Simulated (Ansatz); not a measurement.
# BH2Br (SMILES [H]B([H])Br): B3LYP/STO-3G

Aim: the electronic atomisation energy of BH2Br at B3LYP/STO-3G, from 4 runs. 

Program for the calculation: Ansatz 0.2.0.

51 further runs of the same task are left out: 2 that didn't finish, 49 set aside as unsound or not needed.

## (1) Starting point

The species is BH2Br (4 atoms), meant as a singlet with charge 0. As SMILES, `[H]B([H])Br`. Geometry: relaxed at GFN2-xTB.

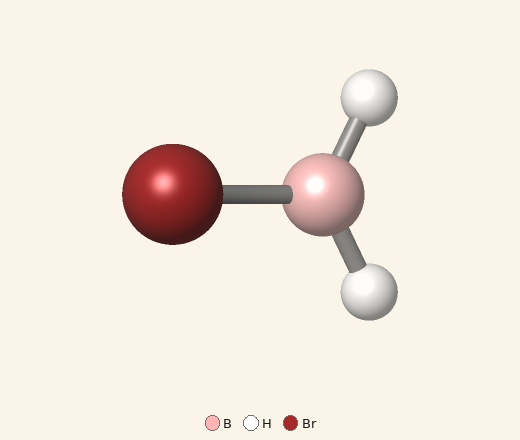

Viewed from a chosen angle; boron pink, hydrogen white, bromine red.

## (2) A single-point energy at B3LYP/STO-3G

Contents of run.yaml:

```yaml
crystal:
  periodic: [false, false, false]
  atoms:
    - symbol: B
      position_ang: [0.091040, 0.150920, -0.000430]
    - symbol: H
      position_ang: [1.259830, 0.109070, 0.015270]
    - symbol: H
      position_ang: [-0.490130, 1.165750, -0.019120]
    - symbol: Br
      position_ang: [-0.860740, -1.425740, 0.004280]
basis:
  gaussian: {orbitals: STO-3G}
total_charge: 0
hamiltonian: {xc: {name: B3LYP}}
accuracy: high
```

On the command line:

```sh
$ ansatz run run.yaml --threads 1 --pin off --max-ram 2610MiB --events-out events.jsonl --progress --plain --runs-dir runs
```

Output:

```text
Warning: RAYON_NUM_THREADS=1 ignored (pool sized by the plan → 1); use --threads N
Functional definition: B3LYP
  name "B3LYP"
  parameter a0 = 0.2
  parameter ax = 0.72
  parameter ac = 0.81
  exchange = (1 - a0 - ax)*slater_x + ax*b88_x + a0*exact_x
  correlation = (1 - ac)*vwn_rpa_c + ac*lyp_c
344 factors; integrals over basis functions are off by at most 1.9e-8 eV
mean field evaluation 1: about -69980.4488 eV, gradient 1.1e1 eV
mean field evaluation 2: about -69980.2819 eV, gradient 1.3e1 eV
mean field evaluation 4: about -69980.9180 eV, gradient 8.4e-2 eV
mean field evaluation 8: about -69980.8884 eV, gradient 5.7e-5 eV
mean field -69980.88840778 eV, -2571.7502142361 hartree, gradient 1.5e-8 eV, S^2 0.000000; 0 other end points of the search recorded, 0 dependent functions left out
reference -69980.88843137 eV, -2571.7502151030 hartree; 21, 21 occupied and 4, 4 virtual orbitals, 344 factors
Total energy: -69980.88843137 eV, -2571.7502151030 hartree
```

Run time: 1.1 s. Hardware: 1 thread of Arm Neoverse V1, shared host; peak memory 0.091 GiB.

## (3) The B atom at the same level

Contents of molecule.yaml:

```yaml
crystal:
  periodic: [false, false, false]
  atoms:
    - {symbol: B, position_ang: [0.000000, 0.000000, 0.000000]}
basis:
  gaussian: {orbitals: STO-3G}
magnetization: {spin_polarized: true, initial_magnetization: 1}
hamiltonian: {xc: {name: B3LYP}}
accuracy: high
```

Run the same way, it converges to -24.28154 Eh (log not shown).

## (4) The Br atom at the same level

Contents of molecule.yaml:

```yaml
basis:
  gaussian:
    orbitals: STO-3G
crystal:
  periodic: [false, false, false]
  atoms:
    - {symbol: Br, position_ang: [0.000000, 0.000000, 0.000000]}
hamiltonian:
  xc: {name: B3LYP}
magnetization:
  spin_polarized: true
  initial_magnetization: 1
accuracy: high
```

Run the same way, it converges to -2545.93468 Eh (log not shown).

## (5) The H atom at the same level

Contents of run.yaml:

```yaml
crystal:
  periodic: [false, false, false]
  atoms:
    - {symbol: H, position_ang: [0.000000, 0.000000, 0.000000]}
basis:
  gaussian: {orbitals: STO-3G}
magnetization: {spin_polarized: true, initial_magnetization: 1}
hamiltonian: {xc: {name: B3LYP}}
accuracy: high
```

On the command line:

```sh
$ ansatz run run.yaml --threads 1 --pin off --max-ram 2610MiB --events-out events.jsonl --progress --plain --runs-dir runs
```

Output (excerpt; [...] marks lines left out):

```text
Warning: RAYON_NUM_THREADS=1 ignored (pool sized by the plan → 1); use --threads N
[... 7 set-up lines as earlier in the session ...]
1 factors; integrals over basis functions are off by at most 4.6e-10 eV
mean field evaluation 1: about -12.7222 eV, gradient 0.0e0 eV
mean field evaluation 2: about -12.7222 eV, gradient 0.0e0 eV
mean field -12.72219657 eV, -0.4675321004 hartree, gradient 0.0e0 eV, S^2 0.750000; 0 other end points of the search recorded, 0 dependent functions left out
reference -12.72220983 eV, -0.4675325880 hartree; 1, 0 occupied and 0, 1 virtual orbitals, 1 factors
Total energy: -12.72220983 eV, -0.4675325880 hartree
```

Run time: 0.08 s. Hardware: 1 thread of Arm Neoverse V1, shared host.

## (6) Outcome

At B3LYP/STO-3G:

| quantity | value |
| --- | --- |
| molecule: total energy | -2571.75022 Eh |
| B atom: total energy | -24.28154 Eh |
| B atom: ⟨S²⟩ | 0.750 |
| Br atom: total energy | -2545.93468 Eh |
| Br atom: ⟨S²⟩ | 0.750 |
| H atom: total energy | -0.46753 Eh |
| H atom: ⟨S²⟩ | 0.750 |
| electronic atomisation energy | 16.298 eV |

Taking the molecule apart into free atoms costs 16.30 eV (376 kcal/mol), before zero-point energy and without spin-orbit coupling. In a minimal basis such a difference can be off by several eV, whatever the method.
